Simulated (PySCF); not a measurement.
**In3H9 ((H2In-mu-H)3): levels of theory compared**

Wanted: a comparison of 3 runs (BLYP/STO-3G, PBE0/def2-SVP, BP86/def2-SVPD) of In3H9 ((H2In-mu-H)3). The job is set up through a Python script.

Program for the calculation: PySCF 2.14.0.

## 1. The molecule

In3H9 has 12 atoms, charge 0, and is taken as a singlet. The shape comes from GFN2-xTB, which is rough for such elements, and wasn't checked as a minimum.

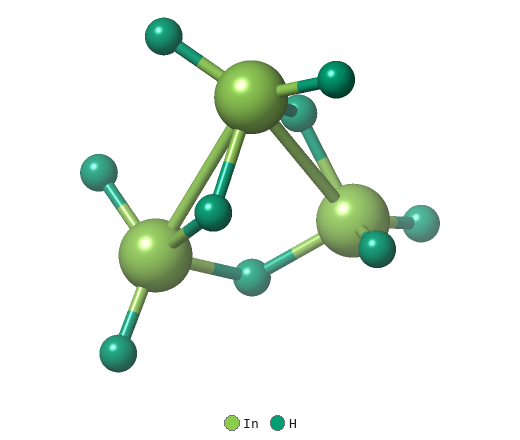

The structure, seen from a chosen angle (indium green, hydrogen teal).

## 2. Energy and forces at BLYP/STO-3G (run 1)

Contents of mol.xyz:

```xyz
12

In     0.734460     1.318870    -1.114420
H      1.113760     0.193210    -2.343530
H      1.104840     2.982260    -1.124140
H     -1.212260     1.309180    -0.780260
In    -1.761910     0.107500     0.614960
H     -3.443890    -0.112510     0.500880
H     -0.930750     0.527550     2.044540
H     -0.845010    -1.385030    -0.176500
In     1.016910    -1.423300     0.491850
H      1.985000    -2.091000    -0.744850
H      0.884780    -1.942570     2.113190
H      1.354060     0.515840     0.518280
```

Contents of run.py:

```python
import pyscf.grad
from pyscf import gto, dft

molecule = gto.M(
    atom='mol.xyz',
    max_memory=1860,
    charge=0,
    verbose=4,
    spin=0,
    basis='sto-3g',
)

mf = dft.RKS(molecule)
mf.xc = 'blyp'
mf.grids.level = 5
mf.conv_tol = 1e-10
mf.kernel()
if not mf.converged:
    mf = mf.newton().run(mf.mo_coeff, mf.mo_occ)

energy = mf.e_tot
print('E = %.10f Eh' % energy)
grad = mf.Gradients().kernel()
mf.analyze()
```

The run is started by

```bash
OMP_NUM_THREADS=1 python run.py
```

Standard output:

```text
PySCF version 2.14.0

[... 80 lines left out ...]
converged SCF energy = -17059.5192723104
[... 27 lines left out ...]
MO #6   energy= -140.756009464601  occ= 2
[... 11 lines left out ...]
MO #18  energy= -25.2950215828783  occ= 2
[... 11 lines left out ...]
MO #30  energy= -15.1992270247403  occ= 2
[... 11 lines left out ...]
MO #42  energy= -15.1904188531469  occ= 2
[... 11 lines left out ...]
MO #54  energy= -2.3566762991405   occ= 2
[... 11 lines left out ...]
MO #66  energy= -0.182957571231655 occ= 2
[... 11 lines left out ...]
MO #78  energy= -0.118909606670737 occ= 2
[... 11 lines left out ...]
MO #90  energy= 0.459730048101898  occ= 0
[... 105 lines left out ...]
Dipole moment(X, Y, Z, Debye): -0.37596,  0.20629, -0.22603
```

Run time: 66 s. Hardware: 1 thread of Intel Xeon at 2.70GHz, shared host; peak memory 0.9 GiB.

## 3. Energy and forces at PBE0/def2-SVP (core potential) (run 2)

Contents of calc.py:

```python
import pyscf.grad
from pyscf import gto, dft

mol = gto.Mole()
mol.atom = '''
In       0.734460       1.318870      -1.114420
H        1.113760       0.193210      -2.343530
H        1.104840       2.982260      -1.124140
H       -1.212260       1.309180      -0.780260
In      -1.761910       0.107500       0.614960
H       -3.443890      -0.112510       0.500880
H       -0.930750       0.527550       2.044540
H       -0.845010      -1.385030      -0.176500
In       1.016910      -1.423300       0.491850
H        1.985000      -2.091000      -0.744850
H        0.884780      -1.942570       2.113190
H        1.354060       0.515840       0.518280
'''
mol.spin = 0
mol.charge = 0
mol.basis = 'def2-svp'
mol.ecp = {'In': 'def2-svp'}
mol.max_memory = 1860
mol.verbose = 4
mol.build()

ks = dft.RKS(mol)
ks.xc = 'pbe0'
ks.grids.level = 5
ks.conv_tol = 1e-10
ks.kernel()
if not ks.converged:
    ks = ks.newton().run(ks.mo_coeff, ks.mo_occ)

etot = ks.e_tot
print('E(%s) = %.9f' % ('PBE0', etot))
grad = ks.Gradients().kernel()
ks.analyze()
```

The run is started by

```bash
OMP_NUM_THREADS=1 python calc.py
```

Standard output:

```text
PySCF version 2.14.0

[... 94 lines left out ...]
Total Energy =                        -575.679733359859483
[... 17 lines left out ...]
MO #11  energy= -3.11720451165168  occ= 2
[... 15 lines left out ...]
MO #27  energy= -0.785064982458376 occ= 2
[... 15 lines left out ...]
MO #43  energy= 0.0429043098593365 occ= 0
[... 15 lines left out ...]
MO #59  energy= 0.262760881140641  occ= 0
[... 15 lines left out ...]
MO #75  energy= 0.58487221537081   occ= 0
[... 15 lines left out ...]
MO #91  energy= 1.52394810738733   occ= 0
[... 15 lines left out ...]
MO #107 energy= 1.91143995427145   occ= 0
[... 15 lines left out ...]
MO #123 energy= 61.1564924865124   occ= 0
[... 138 lines left out ...]
Dipole moment(X, Y, Z, Debye): -0.00958,  0.02528, -0.10411
```

It took 1.7 min on 1 thread of Intel Xeon at 2.70GHz, shared host; peak memory 1.3 GiB.

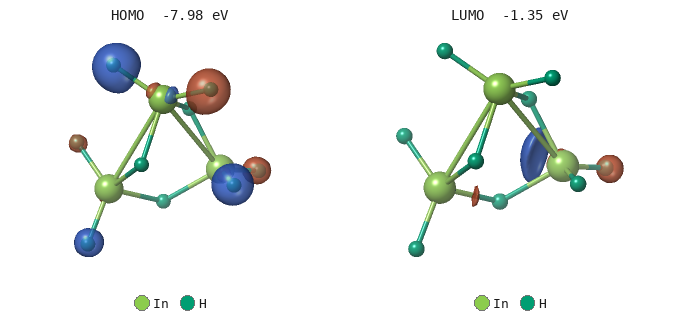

Frontier orbitals of this run, surfaces at ±0.2 Å^-3/2.

## 4. Energy and forces at BP86/def2-SVPD (core potential) (run 3)

Contents of job.py:

```python
from pyscf import gto, dft

mol = gto.M(
    atom=[
    ('In', (0.734460, 1.318870, -1.114420)),
    ('H', (1.113760, 0.193210, -2.343530)),
    ('H', (1.104840, 2.982260, -1.124140)),
    ('H', (-1.212260, 1.309180, -0.780260)),
    ('In', (-1.761910, 0.107500, 0.614960)),
    ('H', (-3.443890, -0.112510, 0.500880)),
    ('H', (-0.930750, 0.527550, 2.044540)),
    ('H', (-0.845010, -1.385030, -0.176500)),
    ('In', (1.016910, -1.423300, 0.491850)),
    ('H', (1.985000, -2.091000, -0.744850)),
    ('H', (0.884780, -1.942570, 2.113190)),
    ('H', (1.354060, 0.515840, 0.518280)),
],
    max_memory=1860,
    charge=0,
    basis='def2-svpd',
    verbose=4,
    ecp={'In': 'def2-svp'},
)

ks = dft.RKS(mol)
ks.xc = 'bp86'
ks.grids.level = 5
ks.conv_tol = 1e-10
ks.kernel()
if not ks.converged:
    ks = ks.newton().run(ks.mo_coeff, ks.mo_occ)

e_tot = ks.e_tot
print('Final energy', e_tot)
grad = ks.nuc_grad_method().kernel()
ks.analyze()
```

The run is started by

```bash
OMP_NUM_THREADS=1 python job.py
```

Standard output:

```text
PySCF version 2.14.0

[... 107 lines left out ...]
DFT Exchange-Correlation Energy =      -53.685827930596702
[... 22 lines left out ...]
MO #21  energy= -0.700924279023344 occ= 2
[... 20 lines left out ...]
MO #42  energy= -0.00786360408183384 occ= 0
[... 20 lines left out ...]
MO #63  energy= 0.138107734272472  occ= 0
[... 20 lines left out ...]
MO #84  energy= 0.279051635352093  occ= 0
[... 20 lines left out ...]
MO #105 energy= 0.510849461807889  occ= 0
[... 20 lines left out ...]
MO #126 energy= 0.924139956978729  occ= 0
[... 20 lines left out ...]
MO #147 energy= 1.72257193069691   occ= 0
[... 20 lines left out ...]
MO #168 energy= 61.2390885144841   occ= 0
[... 183 lines left out ...]
Dipole moment(X, Y, Z, Debye): -0.03321,  0.02357, -0.08947
```

Run time: 2.7 min. Hardware: 1 thread of Intel Xeon at 2.70GHz, shared host; peak memory 2.2 GiB.

## 5. All runs side by side

```
run                            level  core potential    energy (Eh)  dipole moment (D)  HOMO energy (eV)  LUMO energy (eV)  wall time
  1                      BLYP/STO-3G               –  -17059.519272               0.48             -3.24              1.87       66 s
  2   PBE0/def2-SVP (core potential)        def2-svp    -575.679733               0.11             -7.98             -1.35    1.7 min
  3  BP86/def2-SVPD (core potential)        def2-svp    -576.051446               0.10             -6.99             -2.28    2.7 min
```

## 6. Results

| quantity | value |
| --- | --- |
| run 3: total energy | -576.05145 Eh |
| run 3: dipole moment | 0.10 D |
| run 3: HOMO energy | -6.99 eV |
| run 3: LUMO energy | -2.28 eV |
| run 3: HOMO–LUMO gap | 4.71 eV |
| run 3: largest force on an atom | 0.467 eV/Å |

**Reading.** The dipole moment (its size) runs from 0.10 D (BP86/def2-SVPD) to 0.48 D (BLYP/STO-3G). The two ends differ in method and basis and core potential. The HOMO–LUMO gap runs from 4.71 eV (BP86/def2-SVPD) to 6.63 eV (PBE0/def2-SVP). The two ends differ in method and basis. Totals of different functionals can't be ranked against each other. Some runs of one species differ in core potentials or relativity; totals across that change don't compare. In run 1 the basis is minimal, so the values are rough. In run 1 relativity is left out where basis or elements ask for it. All runs together took 5.5 min, the longest 2.7 min.
